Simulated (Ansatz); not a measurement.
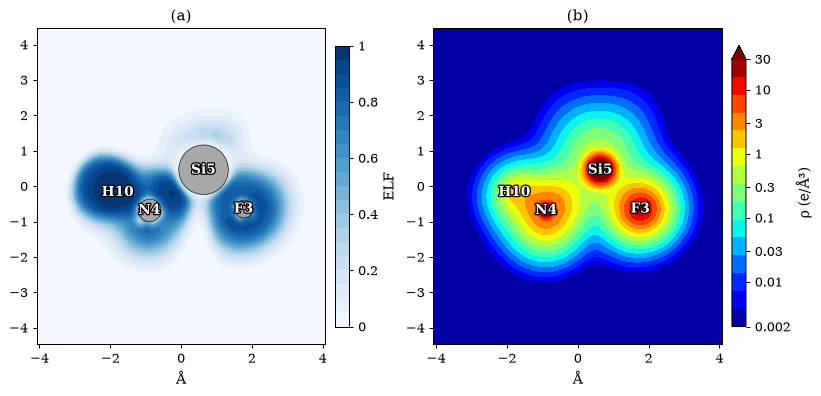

CH6F2NSi (charge +1). (a) ELF; (b) electron density on the plane of atoms Si5, N4 and H10. Grey discs cover the atomic cores in the ELF map.

Geometry: B3LYP-D3(BJ)/def2-SVP.

The calculation used Ansatz, isolated molecule in a Gaussian basis; Kohn-Sham density functional theory, functional PBE0.

```xyz
11

C    -1.5259    1.0821    0.8490
F    -1.7730   -1.0847   -1.0852
F    -1.1706    1.2869   -2.0369
N     0.7110   -0.1648   -0.8420
Si   -1.1250    0.3345   -0.7600
H    -1.3614    0.3726    1.6756
H    -2.5936    1.3608    0.8539
H    -0.9401    1.9984    1.0254
H     0.9190   -0.5913   -1.7590
H     0.9751   -0.8607   -0.1290
H     1.3540    0.6341   -0.7384
```

### What does the map show?

The plane passes through F, N, Si and H nuclei. Si–F (1.59 Å): ρ at the midpoint is about 1.2 e/Å³; the ELF peaks at about 0.85 in the valence shell of F, 0.6 Å from its nucleus, and is about 0.55 at the midpoint. Si–N (1.90 Å): ρ at the midpoint is about 0.81 e/Å³; the ELF peaks at about 0.95 between the atoms; a polar covalent bond. N–H (1.03 Å): ρ is about 2.9 e/Å³ halfway; the ELF climbs to about 1 towards the hydrogen, as it does in any bond to H (a covalent bond by its length). The ELF also peaks beside F3, away from the bonds: lone-pair regions.
